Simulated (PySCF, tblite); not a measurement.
# Ge30H44: electronic excitations

Aim: compute the electronic excitations of Ge30H44.

Programs: tblite 0.8.0 and PySCF 2.14.0, with routines of our own; each step states its level. All values are computed. Atoms count from 0.

### 1 The system as given

74 atoms, charge 0, multiplicity 1; geometry from: force field, distance geometry or constructed start.

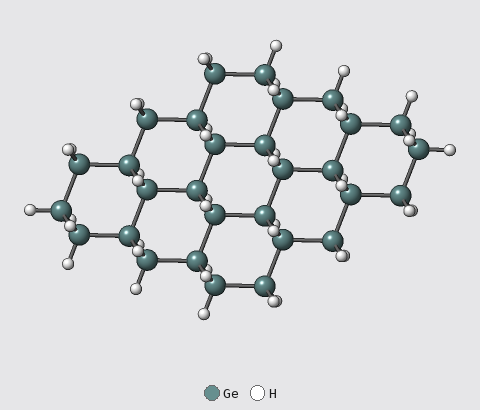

The starting geometry (germanium teal, hydrogen white).

### 2 Optimising the geometry with GFN1-xTB

What the job is given:

```
{"job": {"kind": "relax", "xc": "GFN1-xTB", "basis": "xTB"}, "charge": 0, "multiplicity": 1}
Ge    -2.000600     1.156100    -0.401600
Ge    -4.014100     2.318300     0.393100
Ge    -6.011200     1.155600    -0.399000
Ge    -6.017100    -1.153500     0.393800
Ge    -4.011900    -2.316900    -0.396600
Ge    -2.008800    -1.158400     0.397400
Ge     4.011000     4.633100    -0.403300
Ge     2.008900     5.792000     0.401500
Ge     0.002700     4.629300    -0.400400
Ge    -0.002800     2.314900     0.401600
Ge     2.003400     1.156700    -0.402100
Ge     4.008400     2.313700     0.400000
Ge     6.013000     1.158600    -0.395000
Ge     2.007700    -1.158500     0.397300
Ge     4.008700    -2.310600    -0.399800
Ge     6.014500    -1.157300     0.406300
Ge    -8.021400    -2.313800    -0.399100
Ge    -8.022900    -4.634800     0.399000
Ge    -6.017000    -5.787500    -0.397500
Ge    -4.008100    -4.630500     0.402700
Ge    -0.002300    -2.311900    -0.398500
Ge    -0.000900    -4.629900     0.399800
Ge     2.008900    -5.784700    -0.393400
Ge     4.006700    -4.635700     0.398500
Ge    -2.005000     5.791900     0.400900
Ge    -4.017000     4.630500    -0.397500
Ge     8.022500     4.633700    -0.400700
Ge     6.015800     5.789900     0.401200
Ge     8.022400     2.316100     0.398000
Ge    -2.004400    -5.788900    -0.396600
H     -2.001900     1.158500    -1.931100
H     -4.012800     2.317000     1.930200
H     -6.017400     1.158000    -1.931900
H     -7.264500     1.878400     0.110500
H     -6.015200    -1.156100     1.926700
H     -4.010400    -2.313500    -1.932900
H     -2.006300    -1.157800     1.925900
H      4.011800     4.633900    -1.932600
H      2.006600     5.785400     1.929900
H      2.000700     7.236300    -0.105600
H     -0.000100     4.629100    -1.926200
H      0.005900     2.310100     1.933700
H      2.010400     1.158900    -1.933600
H      4.013500     2.315200     1.928200
H      6.012700     1.159600    -1.927600
H      2.003600    -1.156300     1.926600
H      4.013300    -2.315600    -1.930600
H      6.016100    -1.155300     1.932300
H      7.268200    -1.879300    -0.106600
H     -8.019900    -2.315000    -1.928000
H     -9.273000    -1.601200     0.109900
H     -8.015200    -4.630100     1.929700
H     -9.272500    -5.353600    -0.106700
H     -6.019800    -5.790900    -1.933000
H     -6.015700    -7.233800     0.108300
H     -4.011400    -4.628400     1.930600
H      0.006600    -2.321400    -1.931900
H      0.002700    -4.623800     1.929300
H      2.005600    -5.790000    -1.926000
H      2.004600    -7.230900     0.105800
H      4.007100    -4.630500     1.931500
H      5.265000    -5.353500    -0.108700
H     -2.003800     5.790000     1.930800
H     -2.005700     7.236400    -0.105700
H     -4.005200     4.634700    -1.928000
H     -5.266000     5.355000     0.108100
H      8.024200     4.634500    -1.931200
H      9.274600     5.351500     0.112700
H      6.012400     5.784000     1.925000
H      6.013700     7.229500    -0.100900
H      8.020800     2.311700     1.933300
H      9.270300     1.590200    -0.104200
H     -2.003600    -5.790600    -1.925800
H     -2.005100    -7.228000     0.108300
```

The run is started by

```sh
OMP_NUM_THREADS=8 python large_run.py task.json out
```

This one command runs all jobs of the session in turn.

Log:

```text
step      E/eV     max force
  0   -2019.41126    0.921
  1   -2019.75131    0.711
  2   -2020.77371    0.704
  3   -2020.91160    0.504
  4   -2021.12176    0.250
  5   -2021.13487    0.187
  6   -2021.16178    0.165
  7   -2021.16755    0.154
  8   -2021.17555    0.097
  9   -2021.17974    0.095
 10   -2021.18380    0.083
 11   -2021.18820    0.112
 12   -2021.19400    0.154
 13   -2021.20002    0.161
 14   -2021.20605    0.131
 15   -2021.21182    0.099
 16   -2021.21650    0.067
 17   -2021.21937    0.061
 18   -2021.22136    0.069
 19   -2021.22352    0.067
 20   -2021.22612    0.068
 21   -2021.22880    0.062
 22   -2021.23114    0.067
 23   -2021.23327    0.066
 24   -2021.23577    0.077
 25   -2021.23875    0.087
 26   -2021.24154    0.086
 27   -2021.24371    0.063
 28   -2021.24557    0.058
 29   -2021.24745    0.061
 30   -2021.24942    0.085
 31   -2021.25125    0.094
 32   -2021.25263    0.072
 33   -2021.25360    0.039
 34   -2021.25427    0.033
 35   -2021.25475    0.034
 36   -2021.25518    0.042
 37   -2021.25566    0.039
 38   -2021.25615    0.037
 39   -2021.25659    0.036
 40   -2021.25698    0.030
 41   -2021.25738    0.026
 42   -2021.25784    0.028
 43   -2021.25833    0.034
 44   -2021.25877    0.032
 45   -2021.25909    0.032
 46   -2021.25936    0.024
 47   -2021.25964    0.025
 48   -2021.25998    0.031
 49   -2021.26040    0.033
 50   -2021.26090    0.040
 51   -2021.26147    0.041
 52   -2021.26210    0.036
 53   -2021.26273    0.037
 54   -2021.26324    0.027
 55   -2021.26357    0.026
 56   -2021.26380    0.018
```

Wall time 20 s (8 threads of Arm Neoverse N1, shared host); peak memory 0.14 GiB.

Relaxation path:

| step | energy from step 0 (eV) | largest force (eV/Å) |
| --- | --- | --- |
| 0 | 0.0000 | 0.9207 |
| 1 | -0.3401 | 0.7108 |
| 2 | -1.3624 | 0.7034 |
| 3 | -1.5003 | 0.5041 |
| 4 | -1.7105 | 0.2494 |
| 5 | -1.7236 | 0.1877 |
| 6 | -1.7505 | 0.1647 |
| 7 | -1.7563 | 0.1538 |
| 8 | -1.7643 | 0.0965 |
| 12 | -1.7827 | 0.1540 |
| 16 | -1.8052 | 0.0668 |
| 20 | -1.8149 | 0.0682 |
| 24 | -1.8245 | 0.0771 |
| 28 | -1.8343 | 0.0583 |
| 32 | -1.8414 | 0.0726 |
| 36 | -1.8439 | 0.0418 |
| 40 | -1.8457 | 0.0298 |
| 44 | -1.8475 | 0.0313 |
| 48 | -1.8487 | 0.0306 |
| 52 | -1.8508 | 0.0368 |
| 53 | -1.8515 | 0.0370 |
| 54 | -1.8520 | 0.0270 |
| 55 | -1.8523 | 0.0253 |
| 56 | -1.8525 | 0.0184 |

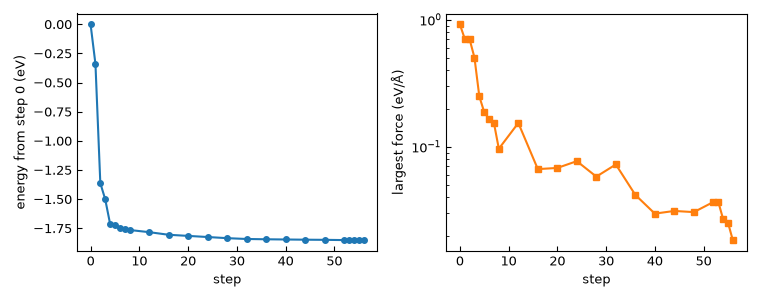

Energy and force, step by step.

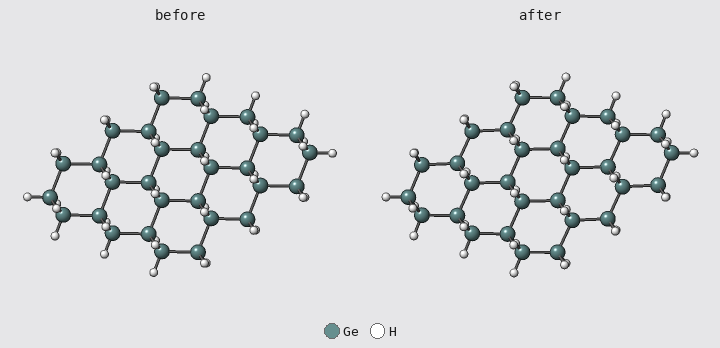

The geometry before (left) and after (right).

Distances of close pairs at the start and the end, largest changes first:

| bond | before (Å) | after (Å) | change (Å) |
| --- | --- | --- | --- |
| Ge24–Ge25 | 2.457 | 2.368 | -0.088 |
| Ge16–Ge17 | 2.454 | 2.370 | -0.084 |
| Ge26–Ge28 | 2.451 | 2.370 | -0.081 |
| Ge26–Ge27 | 2.451 | 2.370 | -0.080 |
| Ge17–Ge18 | 2.447 | 2.370 | -0.076 |
| Ge22–Ge23 | 2.437 | 2.369 | -0.068 |
| Ge14–Ge23 | 2.458 | 2.394 | -0.064 |
| Ge8–Ge24 | 2.455 | 2.394 | -0.060 |

The next job starts from the end point, and lists it.

### 3 Electronic excitations: TDDFT PBE/def2-SVP

What the job is given:

```
{"job": {"kind": "uv", "basis": "def2-SVP", "grid": 1, "kgrid": 0, "vcut": null, "nstates": 6, "ntriplets": 2, "tda": false, "delta": ["ip_vertical"], "pop": true, "xc": "PBE"}, "charge": 0, "multiplicity": 1}
Ge    -2.037138     1.170857    -0.276777
Ge    -4.085456     2.357989     0.257453
Ge    -6.046245     1.130323    -0.357008
Ge    -6.131973    -1.175374     0.274701
Ge    -4.079288    -2.355218    -0.260188
Ge    -2.040231    -1.177315     0.308924
Ge     4.084576     4.722503    -0.276718
Ge     2.045211     5.801612     0.356808
Ge     0.001170     4.718468    -0.257502
Ge     0.004245     2.350271     0.274791
Ge     2.039158     1.178033    -0.311796
Ge     4.078215     2.354652     0.257476
Ge     6.132278     1.175931    -0.275963
Ge     2.037376    -1.170213     0.274207
Ge     4.086021    -2.357279    -0.258668
Ge     6.045780    -1.129388     0.357390
Ge    -8.100443    -2.404855    -0.324348
Ge    -8.110158    -4.682429     0.331627
Ge    -6.132374    -5.812718    -0.324089
Ge    -4.083725    -4.722559     0.276682
Ge    -0.005150    -2.349191    -0.275975
Ge    -0.000936    -4.716214     0.259030
Ge     2.043965    -5.810023    -0.336258
Ge     4.010167    -4.674528     0.338631
Ge    -2.044223     5.810628     0.338893
Ge    -4.010045     4.675835    -0.337031
Ge     8.110660     4.682967    -0.329935
Ge     6.132612     5.812602     0.325950
Ge     8.100594     2.404997     0.325697
Ge    -2.043979    -5.801500    -0.354740
H     -2.019301     1.140061    -1.797082
H     -4.099155     2.349729     1.778325
H     -6.190019     1.205891    -1.857630
H     -7.290156     1.863447     0.087239
H     -6.133088    -1.148519     1.795020
H     -4.044473    -2.334806    -1.781678
H     -2.028088    -1.170796     1.828680
H      4.062909     4.739890    -1.797169
H      2.051705     5.962599     1.857378
H      2.031072     7.245807    -0.085420
H      0.014932     4.726147    -1.778488
H      0.024302     2.317231     1.795001
H      2.029665     1.171318    -1.831360
H      4.045448     2.335623     1.779360
H      6.136103     1.148374    -1.796236
H      2.019320    -1.137918     1.794481
H      4.100095    -2.350377    -1.779430
H      6.188343    -1.203182     1.858061
H      7.290045    -1.863122    -0.084264
H     -8.230358    -2.343781    -1.827537
H     -9.337135    -1.654756     0.106259
H     -8.219103    -4.744753     1.835645
H     -9.358382    -5.403297    -0.114850
H     -6.144620    -5.955397    -1.827538
H     -6.099955    -7.259259     0.105364
H     -4.062650    -4.736127     1.797293
H     -0.022796    -2.318640    -1.796058
H     -0.014044    -4.724045     1.779816
H      2.074534    -5.958420    -1.837810
H      2.033638    -7.249727     0.117564
H      4.123711    -4.774498     1.840135
H      5.262526    -5.385309    -0.114301
H     -2.073845     5.957683     1.840423
H     -2.034183     7.250699    -0.113558
H     -4.122355     4.776758    -1.838505
H     -5.262837     5.386171     0.115656
H      8.222584     4.748145    -1.833580
H      9.358435     5.402736     0.119473
H      6.143671     5.953643     1.829369
H      6.101224     7.259557    -0.101731
H      8.229168     2.342568     1.829131
H      9.337240     1.653848    -0.103403
H     -2.049835    -5.965919    -1.854985
H     -2.030929    -7.244679     0.090281
```

With the program's defaults for keys left out, this is: TDDFT PBE/def2-SVP, vertical, gas phase, core orbitals frozen in the response.

Log:

```text
start: PBE on a coarse grid of 310038 points
cycle   1  E = -62319.2246994203  dE = -1.435e+01  |g| = 2.494e+00  |ddm| = 9.936e+00
cycle   2  E = -62318.9102430318  dE =  3.145e-01  |g| = 3.020e+00  |ddm| = 3.218e+00
cycle   3  E = -62319.7619203493  dE = -8.517e-01  |g| = 1.883e-01  |ddm| = 2.303e+00
cycle   4  E = -62319.7738630930  dE = -1.194e-02  |g| = 7.525e-02  |ddm| = 4.747e-01
cycle   5  E = -62319.7758993539  dE = -2.036e-03  |g| = 2.466e-02  |ddm| = 1.523e-01
cycle   6  E = -62319.7760504919  dE = -1.511e-04  |g| = 8.693e-03  |ddm| = 4.678e-02
final grid: 310038 points
cycle   7  E = -62319.7759592255  dE =  9.127e-05  |g| = 1.838e-02  |ddm| = 4.162e-02
cycle   8  E = -62319.7754673222  dE =  4.919e-04  |g| = 4.233e-02  |ddm| = 9.624e-02
cycle   9  E = -62319.7760552778  dE = -5.880e-04  |g| = 3.019e-03  |ddm| = 7.051e-02
cycle  10  E = -62319.7760668666  dE = -1.159e-05  |g| = 7.340e-04  |ddm| = 6.213e-03
cycle  11  E = -62319.7760670698  dE = -2.032e-07  |g| = 1.073e-04  |ddm| = 1.336e-03
cycle  12  E = -62319.7760678832  dE = -8.134e-07  |g| = 5.533e-05  |ddm| = 2.837e-04
converged SCF energy = -62319.7760678832
Vertical ionisation energy (delta-SCF) = 6.9712 eV   <S^2> = 0.750

Static polarisability (au): isotropic 1201.630, principal 567.694 1293.895 1743.301

Singlet excitations
state   eV       nm        f      main configurations
  1   3.2863    377.3   0.50896   H->L 0.95
  2   3.3655    368.4   0.20032   H-1->L 0.95
  3   3.4380    360.6   0.00001   H-2->L 1.00
  4   3.5900    345.4   0.00000   H->L+1 0.91
  5   3.5910    345.3   0.00000   H->L+2 0.92
  6   3.6732    337.5   0.00000   H-1->L+1 0.98

Triplet excitations (Tamm-Dancoff, eV): 3.0916 3.1751
```

Wall time 3.2 min (8 threads of Arm Neoverse N1, shared host); peak memory 5.4 GiB.

The orbitals next to the gap, with their largest atomic shares:

| orbital | eV | atoms |
| --- | --- | --- |
| HOMO−4 | -6.54 | Ge29 6 %, Ge7 6 %, Ge2 6 % |
| HOMO−3 | -6.40 | Ge5 8 %, Ge10 8 %, Ge4 6 % |
| HOMO−2 | -6.09 | Ge12 5 %, Ge19 5 %, Ge3 5 % |
| HOMO−1 | -5.90 | Ge10 7 %, Ge5 7 %, Ge13 7 % |
| HOMO | -5.81 | Ge4 7 %, Ge11 7 %, Ge20 6 % |
| LUMO | -2.67 | Ge5 5 %, Ge10 5 %, Ge13 5 % |
| LUMO+1 | -2.27 | Ge4 7 %, Ge5 7 %, Ge10 7 % |
| LUMO+2 | -2.26 | Ge9 6 %, Ge20 6 %, Ge0 6 % |
| LUMO+3 | -2.17 | Ge21 4 %, Ge1 4 %, Ge8 4 % |

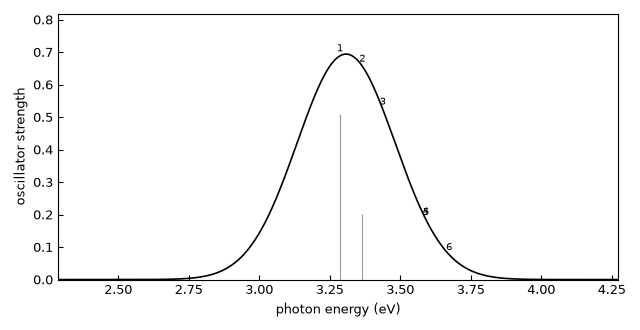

Absorption spectrum from the 6 singlet states computed; above the last one it falls off for lack of states. Lines are broadened to a width of 0.40 eV (Gaussian).

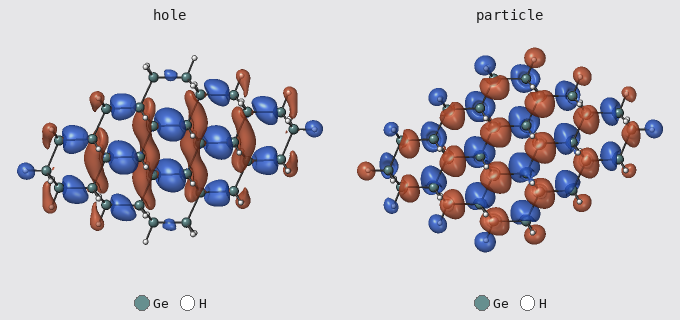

Leading natural transition orbitals of singlet state 1: the electron leaves the hole (left) for the particle orbital (right).

Further results of this job:

| property | computed |
| --- | --- |
| dipole moment (D) | 0.01 |
| polarisability (Å³) | 178.06 |
| HOMO–LUMO gap (eV) | 3.14 |
| −ε(HOMO) (eV) | 5.81 |

Orbitals, density, ELF and potential are computed afterwards from the orbital file.

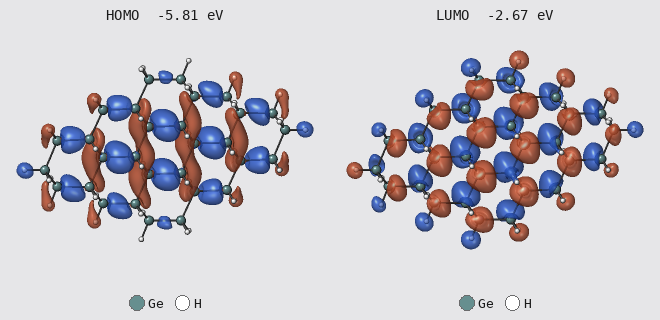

Frontier orbitals at PBE/def2-SVP; each surface holds 70 % of the orbital's density, blue and red mark the sign.

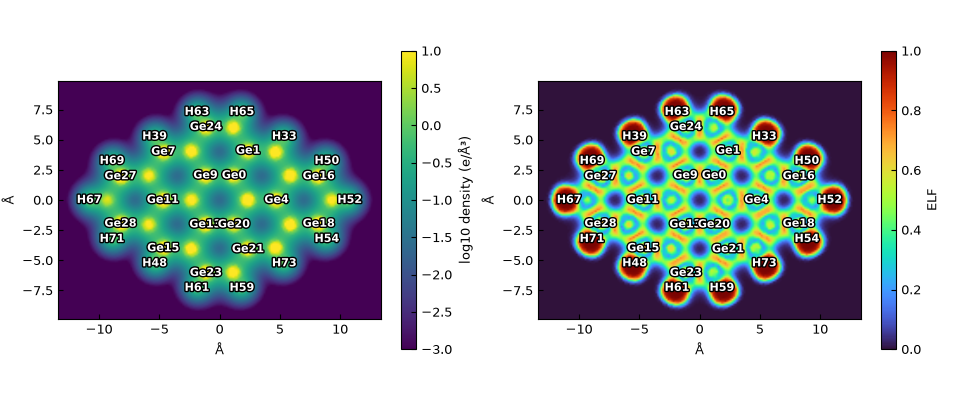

Density (left) and ELF (right) in a plane through or near 30 of the atoms.

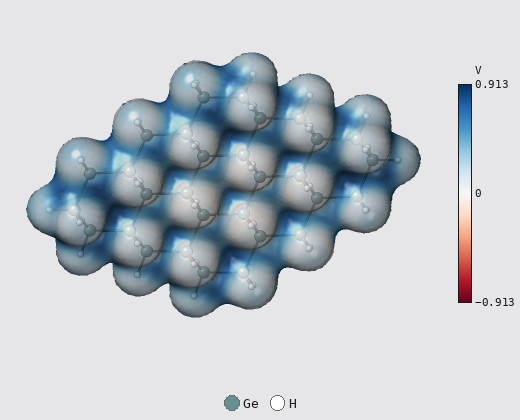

Electrostatic potential on the surface of density 0.002 e/bohr³; red is low, blue high. It runs from -0.04 to 0.91 V.

### 4 Results

| quantity | value |
| --- | --- |
| lowest singlet (PBE/def2-SVP) | 3.29 eV (377 nm), f = 0.509 |
| lowest triplet | 3.09 eV |
| surface potential, least and greatest | -0.04 V and 0.91 V |

What this shows: The lowest singlet, at 3.29 eV, is HOMO→LUMO 0.95 and is bright. The lowest triplet lies 0.19 eV below the lowest singlet (triplets in Tamm-Dancoff, singlets in full TDDFT).
